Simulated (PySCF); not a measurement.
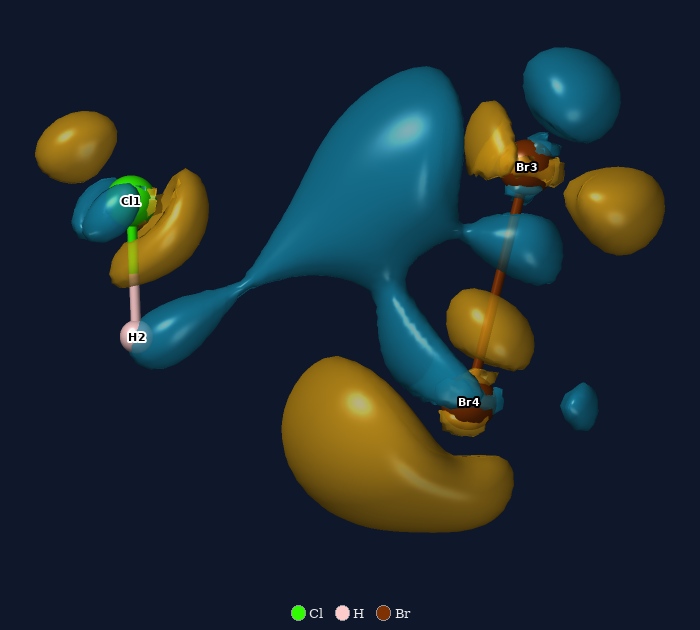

*Br2ClH, SMILES `Cl.BrBr`. Density of the complex less the densities of the two fragments at the same geometry, ±0.0015 e/Å³ (yellow: gain, teal: loss). Fragment A: HCl (atoms 1–2); fragment B: Br2.*

Level of theory: PBE0/def2-TZVP (PySCF), at a geometry from GFN2-xTB. GFN2-xTB bond lengths at metals and heavier atoms can be off by up to 0.1 Å and shapes distorted, which carries into these values.

> Which way does charge flow?

Hirshfeld charges show almost no net transfer (under 0.005 e). By Hirshfeld charges, electrons gather most on Br4 (−0.011 e) and leave Br3 most (+0.012 e); 0.03 e is displaced in all, which induces a dipole of 0.21 D.

> What is the interaction energy, and which contacts carry it?

The counterpoise-corrected interaction energy of the frozen fragments is +0.5 kcal/mol without dispersion correction and −0.6 kcal/mol with D3(BJ). The pair geometry is semi-empirical, not a minimum at this level. Contacts: Cl1···Br4, 3.73 Å, ρ = 0.006 a.u.; Cl1···Br3, 3.78 Å, ρ = 0.006 a.u. The pose is a local one from a semi-empirical search, not shown to be the most stable.
